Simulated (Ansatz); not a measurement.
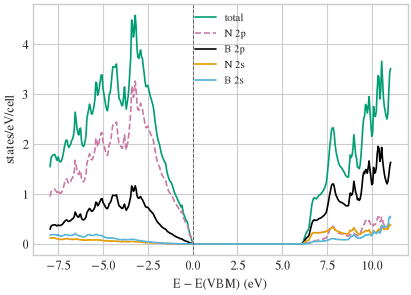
Total and projected density of states of BN in space group P6_3mc (No. 186; B on 2a, B on 2b, N on 2a, N on 2b), r²SCAN in the plane-wave PAW code Ansatz

Task: Which orbitals carry the states next to the gap?

Result: Top 1 eV of the valence band: N 2p 85 %, B 2p 14 %. Bottom 1 eV of the conduction band: B 2p 52 %, N 2s 25 %, N 2p 7 %, outside the projected shells 11 %. Projections are on Löwdin-orthogonalised atomic valence shells; empty p or d shells of many metals are not among them.

Task: Where is the tallest occupied peak in this window, and what makes it?

Result: Near -3.2 eV, about 4.6 states/eV per cell; the largest projected share is N 2p.

The cell is a constructed one: a structure type filled with these elements. Its sites differ from those of the usual phase in this space group: another stacking or structure type. Symmetry was held in the r²SCAN relaxation; phonons on a q-mesh show no instability.

Potentials: the later of the program's two PAW sets.
